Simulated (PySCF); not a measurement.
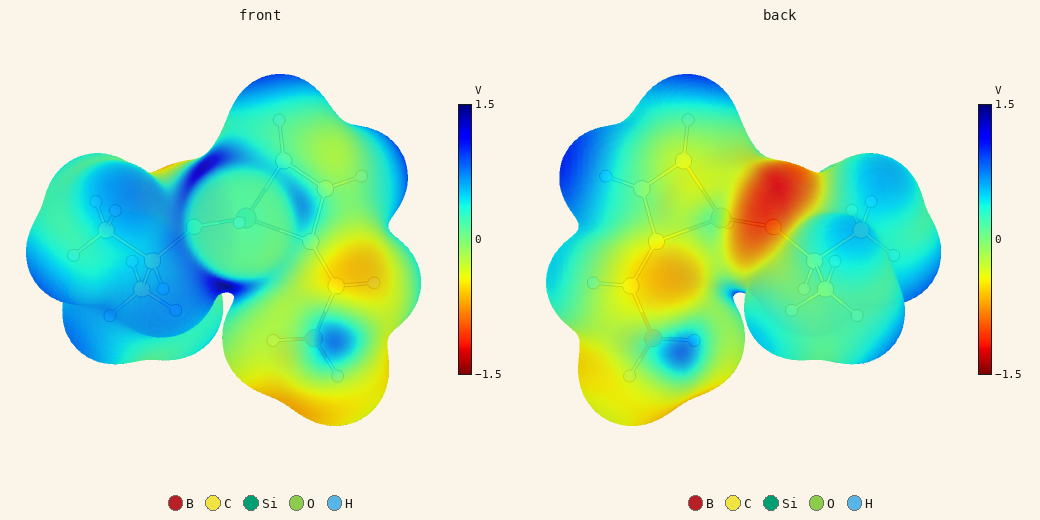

Figure 1: C7H13BOSi. The electrostatic potential painted on the density surface at 0.002 e/bohr³, seen from the front and from behind; red is negative and blue positive.

Geometry: GFN2-xTB.

These are results of PySCF, PBE0/pcSseg-1, SCF density, gas phase, non-relativistic, not measurements.

```xyz
23

B    -2.0806    2.0956    1.3752
C    -2.8287    0.9550    0.6915
C    -2.2451   -0.2213    0.3853
C    -2.7887   -1.4001   -0.2713
C    -1.7308   -2.2223   -0.4058
Si   -0.5337   -1.0674    0.4958
O     0.6800   -0.6064   -0.4546
C     1.8503    0.1321   -0.1791
C     3.0463   -0.8127   -0.2295
C     1.9645    1.2502   -1.2087
H    -0.9423    1.9629    1.6291
H    -2.6251    3.0963    1.6491
H    -3.8793    1.0603    0.4244
H    -3.8134   -1.5485   -0.5782
H    -1.7265   -3.1954   -0.8680
H    -0.0963   -1.4406    1.8409
H     1.7759    0.5678    0.8256
H     3.9652   -0.2698   -0.0269
H     2.9267   -1.5999    0.5106
H     3.1110   -1.2700   -1.2133
H     1.0932    1.8973   -1.1473
H     2.8590    1.8394   -1.0272
H     2.0138    0.8245   -2.2078
```

Q: Where is the surface potential most negative and most positive?

A: The most negative region (about −1.1 V) lies over O7, the most positive (about +1.2 V) over Si6. O7 is the likeliest acceptor of a hydrogen bond.

Q: How polar is the molecule by this calculation?

A: Its dipole moment is 2.01 D.
